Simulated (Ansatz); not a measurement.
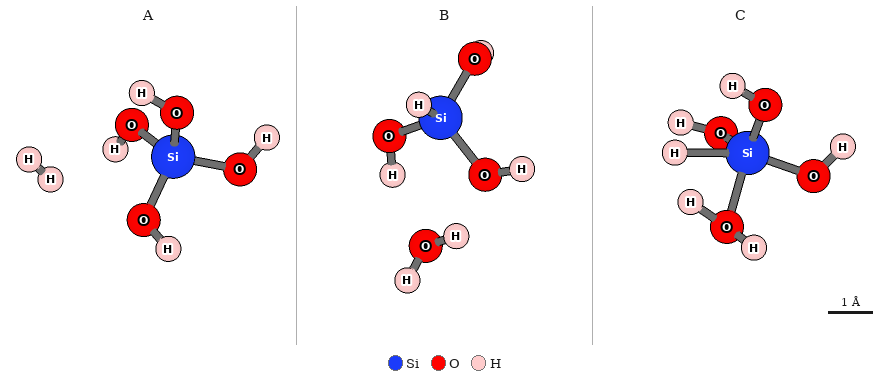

Three geometries of SiH$_{6}$O$_{4}$: a saddle point and the two minima that it joins, in shuffled order. A ball-and-stick model, seen at a tilt. Sticks join atoms that are closer than about 1.2 times the sum of their covalent radii (a little more with hydrogen).

Stationary points at PBE0-D4/def2-TZVP, single-point energies with CCSD(T)/CBS, wB97M-V, BLYP-D4 (def2-TZVPP where no basis is named; Ansatz 0.2.0). The energies are electronic, without zero-point or thermal terms, and both ends are the minima reached downhill from the saddle, with any fragments still in contact. CCSD(T)/CBS stands for a frozen-core estimate: MP2 correlation extrapolated from def2-TZVPP and def2-QZVPP, CCSD(T) minus MP2 from the smaller set.

**Identify the saddle point and describe the reaction.**

Frame C is the saddle point. Counted by bonded pieces, A holds H₂ + SiH₄O₄ and B holds H₂O + SiH₄O₃. From A over the saddle to B, bonds form: H–Si (3.87 → 1.81 → 1.47 Å), H–O (2.72 → 1.09 → 0.96 Å). Bonds break: O–Si (1.63 → 1.82 → 3.45 Å), H–H (0.75 → 1.20 → 4.91 Å). The saddle has one imaginary mode, 1030i cm⁻¹. With CCSD(T)/CBS the barrier is 2.50 eV from A and 1.83 eV from B, and B lies 0.67 eV above A.

```tsv
level	barrier from A (eV)	barrier from B (eV)	B less A (eV)
CCSD(T)/CBS	2.50	1.83	0.67
wB97M-V	2.38	1.72	0.66
BLYP-D4	2.38	1.76	0.61
```

Limits of the set-up: the start holds two separate molecules, 2.7 Å apart at their closest, whose relative position is a soft coordinate.
